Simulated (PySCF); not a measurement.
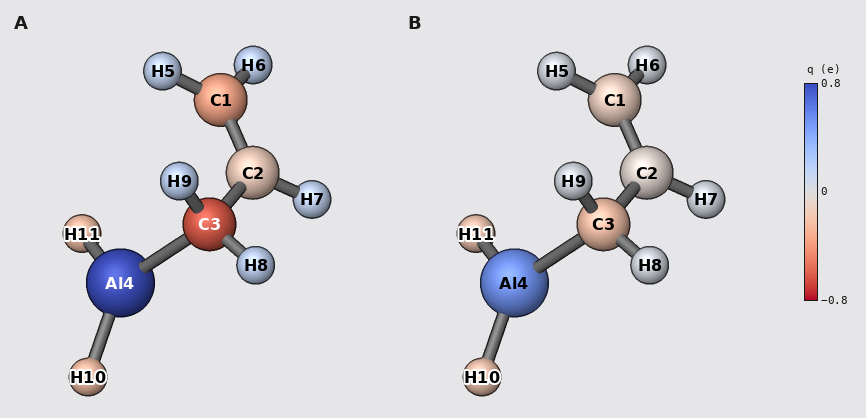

Atomic charges of one calculation by 2 schemes, on one colour scale. The geometry was computed by an optimisation with GFN2-xTB. No frequency run is at hand to confirm it as a minimum. Method: PBE0/pcSseg-1 (PySCF 2.14.0).

**The schemes are Hirshfeld, IAO. Which panel shows which?**

A IAO, B Hirshfeld.

List the charges (e), one line for each set of equivalent atoms.

```json
{"atom": "C1", "IAO": "−0.34", "Hirshfeld": "−0.12"}
{"atom": "C2", "IAO": "−0.13", "Hirshfeld": "−0.05"}
{"atom": "C3", "IAO": "−0.61", "Hirshfeld": "−0.21"}
{"atom": "Al4", "IAO": "0.78", "Hirshfeld": "0.52"}
{"atom": "H5", "IAO": "0.14", "Hirshfeld": "0.04"}
{"atom": "H6", "IAO": "0.15", "Hirshfeld": "0.04"}
{"atom": "H7", "IAO": "0.14", "Hirshfeld": "0.04"}
{"atom": "H8", "IAO": "0.15", "Hirshfeld": "0.04"}
{"atom": "H9", "IAO": "0.16", "Hirshfeld": "0.04"}
{"atom": "H10", "IAO": "−0.22", "Hirshfeld": "−0.18"}
{"atom": "H11", "IAO": "−0.21", "Hirshfeld": "−0.17"}
```

The geometry is semi-empirical. Around Al such bond lengths and angles can be off by a tenth of an ångström or more and by several degrees, and values that hang on the shape move with them.
